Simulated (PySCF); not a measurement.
**triplet BOF: levels of theory compared**

Wanted: a comparison of 6 runs (U-r2SCAN/cc-pVTZ, U-revPBE/cc-pVTZ, UBHLYP/cc-pVTZ, UCAM-B3LYP/cc-pVTZ, UM06-L/cc-pVTZ, UPBE/cc-pVTZ) of triplet BOF. 

Program for the calculation: PySCF 2.14.0.

3 further runs of the same task are left out: 3 set aside as unsound or not needed. Runs told in other sessions of the task aren't counted.

**1. The structure to begin with**

The species is BOF (3 atoms), meant as a triplet with charge 0. SMILES of the parent species: `O=BF`. Geometry: relaxed at PBE0-D4/def2-TZVP. That shape belongs to the parent species and isn't relaxed for this state.

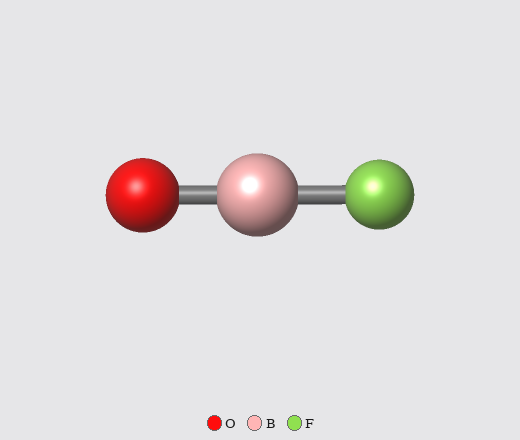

Viewed from a chosen angle; oxygen red, boron pink, fluorine green.

**2. A single-point energy at U-r2SCAN/cc-pVTZ (run 1)**

input.py reads:

```python
from pyscf import gto, dft

molecule = gto.Mole()
molecule.atom = '''
O    0.983100  -0.565100   0.479900
B    0.020300  -0.011600   0.009900
F   -1.003400   0.576800  -0.489800
'''
molecule.max_memory = 1860
molecule.basis = 'cc-pvtz'
molecule.verbose = 4
molecule.spin = 2
molecule.build()

mf = dft.UKS(molecule, xc='r2scan')
mf.grids.level = 5
mf.conv_tol = 1e-10
mf.kernel()
if not mf.converged:
    mf = mf.newton().run(mf.mo_coeff, mf.mo_occ)

e_tot = mf.e_tot
print(f'total energy: {e_tot:.8f} hartree')
```

Command:

```bash
$ OMP_NUM_THREADS=1 python input.py
```

Standard output:

```text
PySCF version 2.14.0

[INPUT] num. atoms = 3
[INPUT] num. electrons = 22
[INPUT] charge = 0
[INPUT] spin (= nelec alpha-beta = 2S) = 2
[INPUT] symmetry False subgroup None
[INPUT] Mole.unit = angstrom
[INPUT] Symbol           X                Y                Z      unit          X                Y                Z       unit  Magmom
[INPUT]  1 O      0.983100000000  -0.565100000000   0.479900000000 AA    1.857789753060  -1.067884232992   0.906879567179 Bohr   0.0
[INPUT]  2 B      0.020300000000  -0.011600000000   0.009900000000 AA    0.038361440329  -0.021920823045   0.018708288633 Bohr   0.0
[INPUT]  3 F     -1.003400000000   0.576800000000  -0.489800000000 AA   -1.896151193389   1.089994028649  -0.925587855812 Bohr   0.0

nuclear repulsion = 51.4389501540037
number of shells = 27
number of NR pGTOs = 126
number of NR cGTOs = 90
basis = cc-pvtz
ecp = {}

[... 36 lines left out ...]
[... the frontier-level lines of each cycle are left out ...]
[... 1 line left out ...]
[... 5 lines left out ...]
[... 5 lines left out ...]
[... 5 lines left out ...]
[... 5 lines left out ...]
[... 5 lines left out ...]
[... 5 lines left out ...]
[... 5 lines left out ...]

cycle= 8 E= -199.704447613078  delta_E= -2.3e-07  |g|= 9.96e-05  |ddm|= 0.00106


cycle= 9 E= -199.704447621143  delta_E= -8.07e-09  |g|= 2.16e-05  |ddm|= 0.000161


cycle= 10 E= -199.704447621529  delta_E= -3.86e-10  |g|= 9.39e-06  |ddm|= 5.36e-05


cycle= 11 E= -199.704447621563  delta_E= -3.46e-11  |g|= 5.69e-06  |ddm|= 4.11e-05


Extra cycle  E= -199.704447621541  delta_E= 2.21e-11  |g|= 9.25e-06  |ddm|= 5.75e-05
converged SCF energy = -199.704447621541  <S^2> = 2.0040416  2S+1 = 3.0026932
total energy: -199.70444762 hartree
```

Wall time 31 s (1 thread of Arm Neoverse V2, shared host); peak memory 0.48 GiB.

**3. The energy at U-revPBE/cc-pVTZ (run 2)**

run.py reads:

```python
from pyscf import gto, dft

mol = gto.Mole()
mol.atom = '''
O    0.983100  -0.565100   0.479900
B    0.020300  -0.011600   0.009900
F   -1.003400   0.576800  -0.489800
'''
mol.verbose = 3
mol.spin = 2
mol.basis = 'cc-pvtz'
mol.max_memory = 1860
mol.build()

mf = dft.UKS(mol, xc='revpbe')
mf.conv_tol = 1e-10
mf.grids.level = 5
mf.kernel()
if not mf.converged:
    mf = mf.newton().run(mf.mo_coeff, mf.mo_occ)

etot = mf.e_tot
print('E = %.10f Eh' % etot)
```

Command:

```bash
$ OMP_NUM_THREADS=1 python run.py
```

Standard output:

```text
WARN: HOMO -0.0571760847125553 >= LUMO -0.443852194885673

WARN: HOMO -0.075446187212199 >= LUMO -0.304372769697052

WARN: HOMO -0.0826952017930331 >= LUMO -0.37344021470898

WARN: HOMO -0.0865564558147405 >= LUMO -0.373386027845042

WARN: HOMO -0.0860302028205577 >= LUMO -0.367673571612404

WARN: HOMO -0.0844209623338728 >= LUMO -0.366135109330848

WARN: HOMO -0.0848234145124191 >= LUMO -0.366467764506202

WARN: HOMO -0.0848003589405142 >= LUMO -0.366429765268844

WARN: HOMO -0.0848008217476206 >= LUMO -0.366426909878939

WARN: HOMO -0.0848008294474916 >= LUMO -0.366426221003866

WARN: HOMO -0.0848017776665824 >= LUMO -0.366429018810814

WARN: HOMO -0.08480175828727 >= LUMO -0.366429610149799

WARN: HOMO -0.0848015883135744 >= LUMO -0.366428205113872

converged SCF energy = -199.732296631549  <S^2> = 2.0019754  2S+1 = 3.0013166
E = -199.7322966315 Eh
```

Wall time 13 s (1 thread of Arm Neoverse V2, shared host); peak memory 0.44 GiB.

Runs 3 to 5 aren't shown in full; the table further down has their settings and results.

**4. A single-point energy at UPBE/cc-pVTZ (run 6)**

input.py reads:

```python
from pyscf import gto, dft

system = gto.M(
    atom='O 0.983100 -0.565100 0.479900; B 0.020300 -0.011600 0.009900; F -1.003400 0.576800 -0.489800',
    verbose=3,
    spin=2,
    basis='cc-pvtz',
    max_memory=1860,
)

mf = dft.UKS(system)
mf.xc = 'pbe'
mf.conv_tol = 1e-10
mf.grids.level = 5
mf.kernel()
if not mf.converged:
    mf = mf.newton().run(mf.mo_coeff, mf.mo_occ)

energy = mf.e_tot
print('Final energy', energy)
```

Command:

```bash
$ OMP_NUM_THREADS=1 python input.py
```

Standard output:

```text
WARN: HOMO -0.0598302849917935 >= LUMO -0.445966742016071

WARN: HOMO -0.0779240713934861 >= LUMO -0.309611304539762

WARN: HOMO -0.0848514135131921 >= LUMO -0.379576129701519

WARN: HOMO -0.0888231462540201 >= LUMO -0.379024422337496

WARN: HOMO -0.0880252987013446 >= LUMO -0.373705527027813

WARN: HOMO -0.0865512247547979 >= LUMO -0.372668470568398

WARN: HOMO -0.086936948963853 >= LUMO -0.373018986610333

WARN: HOMO -0.0869186854069053 >= LUMO -0.372983455217588

WARN: HOMO -0.0869191100817819 >= LUMO -0.372981352577863

WARN: HOMO -0.0869189751303736 >= LUMO -0.372980512613978

WARN: HOMO -0.0869198689175175 >= LUMO -0.372983252295793

WARN: HOMO -0.086919870588515 >= LUMO -0.372983750020421

WARN: HOMO -0.0869197349132591 >= LUMO -0.372982491534616

converged SCF energy = -199.586752567902  <S^2> = 2.0017065  2S+1 = 3.0011375
Final energy -199.58675256790178
```

Run time: 14 s. Hardware: 1 thread of Arm Neoverse V2, shared host; peak memory 0.44 GiB.

**5. All runs side by side**

| run | level | energy (Eh) | dipole moment (D) | HOMO energy (eV) | ⟨S²⟩ | wall time |
| --- | --- | --- | --- | --- | --- | --- |
| 1 | U-r2SCAN/cc-pVTZ | -199.704448 | 0.40 | -2.57 | 2.004 | 31 s |
| 2 | U-revPBE/cc-pVTZ | -199.732297 | 0.23 | -2.31 | 2.002 | 13 s |
| 3 | UBHLYP/cc-pVTZ | -199.716600 | 0.66 | -3.90 | 2.003 | 13 s |
| 4 | UCAM-B3LYP/cc-pVTZ | -199.734411 | 0.55 | -4.35 | 2.002 | 18 s |
| 5 | UM06-L/cc-pVTZ | -199.748794 | 0.43 | -2.14 | 2.003 | 82 s |
| 6 | UPBE/cc-pVTZ | -199.586753 | 0.20 | -2.37 | 2.002 | 14 s |

**6. What came out**

```
                                 quantity          value
                      run 6: total energy  -199.58675 Eh
                     run 6: dipole moment         0.20 D
run 6: HOMO energy (highest over α and β)       -2.37 eV
                              run 6: ⟨S²⟩          2.002
```

What this shows: The dipole moment (its size) runs from 0.20 D (UPBE/cc-pVTZ) to 0.66 D (UBHLYP/cc-pVTZ). Totals of different functionals can't be ranked against each other. All runs together took 2.9 min, the longest 82 s.
